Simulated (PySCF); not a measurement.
C5H5BCl2O

The calculation's input:

```
{"job": {"kind": "nmr", "xc": "PBE0", "basis": "pcSseg-1"}, "charge": 0, "multiplicity": 1}
C     -1.335698    -1.099847    -1.134016
C     -0.758951    -0.168363    -0.393393
C     -1.238506     0.771393     0.648638
O     -2.304618     0.998658     1.144737
C      0.160405     1.333941     0.834140
C      0.671807     0.361100    -0.260190
B      1.709145    -0.775798     0.128160
Cl     2.336671    -1.798656    -1.102323
Cl     2.152068    -1.071342     1.757260
H     -2.392928    -1.289640    -1.050992
H     -0.781043    -1.693839    -1.842501
H      0.566109     1.163620     1.829530
H      0.246061     2.391656     0.595425
H      0.968801     0.876642    -1.176641
```

Run with:

```sh
OMP_NUM_THREADS=1 python probes_run.py task.json out
```

Geometry: GFN2-xTB.

Level of theory: PBE0/pcSseg-1, SCF density, gas phase, non-relativistic (PySCF 2.14.0).

> What can the converged electron density and electron localisation function tell about the bonding?

C–O (1.20 Å): the density is about 3.4 e/Å³ at the midpoint; the ELF peaks at about 0.85 between the atoms (a multiple bond).
C–C (1.32 Å): ρ is about 2.3 e/Å³ halfway; the ELF peaks at about 0.95 between the atoms; a short, multiple covalent bond.
C–H (1.08 Å): ρ at the midpoint is about 2.1 e/Å³; the ELF climbs to about 1 towards the hydrogen, as it does in any bond to H: an ordinary covalent bond to hydrogen.
C–C (1.48 Å): ρ at the midpoint is about 1.8 e/Å³; the ELF peaks at about 0.95 between the atoms: localised, covalent bonding.

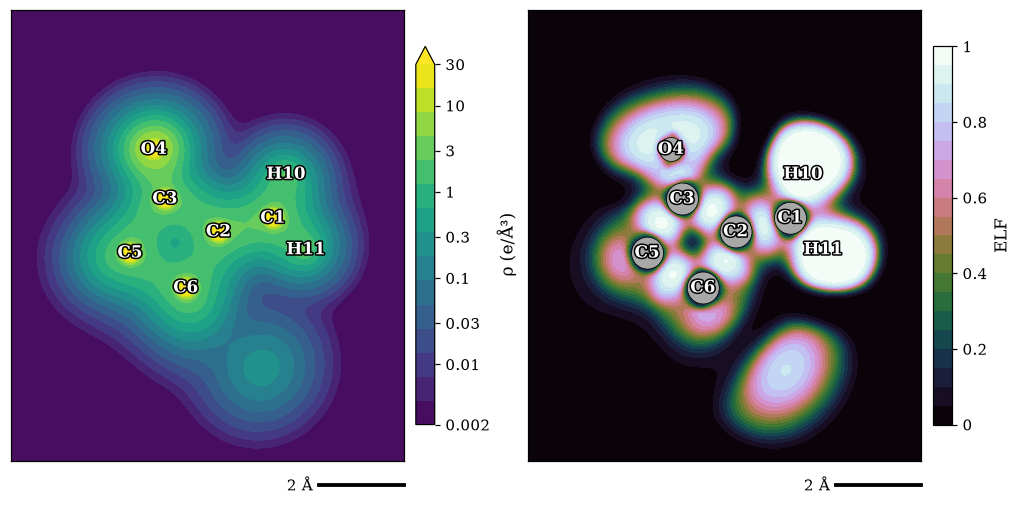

Computed electron density and electron localisation function on the plane of atoms C2, C6 and C5, in this order. Grey discs cover the atomic cores in the ELF map. 
